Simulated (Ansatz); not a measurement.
```
CELL_PARAMETERS angstrom
3.24044 0.00000 0.00000
0.00000 3.24044 0.00000
0.00000 0.00000 6.48089
ATOMIC_POSITIONS crystal
W 0.00000 0.00000 0.00000
S 0.50000 0.50000 0.25000
W 0.00000 0.00000 0.50000
S 0.50000 0.50000 0.75000
```

Space group Pm-3m; started from the CsCl (B2) prototype, which need not be the ambient phase; computed pressure about 14 GPa in this cell; Hubbard U of 6.2 eV on W d only; the program warned that a lower state may break the symmetry; spin-polarised.

These are results of Ansatz 0.2.0, DFT PBE+U, scalar-relativistic, plane waves, PAW, not measurements.

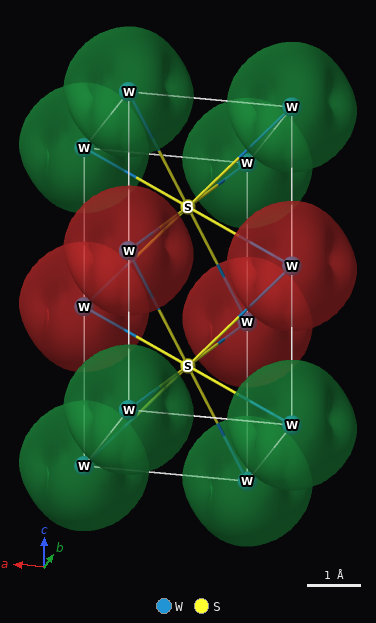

WS. Isosurfaces of the magnetisation density (up minus down) at +0.15 (green) and −0.15 e/Å³ (red), seen at an oblique angle. Sticks mark near contacts.

Core electrons are frozen (PAW), and the valence fields are smoothed inside the atomic spheres.

### Where is the spin, and how is it ordered?

The spin density sits on W: +2.6 μB and −2.6 μB in one cell of 4 atoms: antiferromagnetic in this solution, which needn't be the ground state, with some nearest magnetic neighbours parallel and some opposed. The cell of the calculation (4 atoms) carries 0.0 μB of net spin moment.
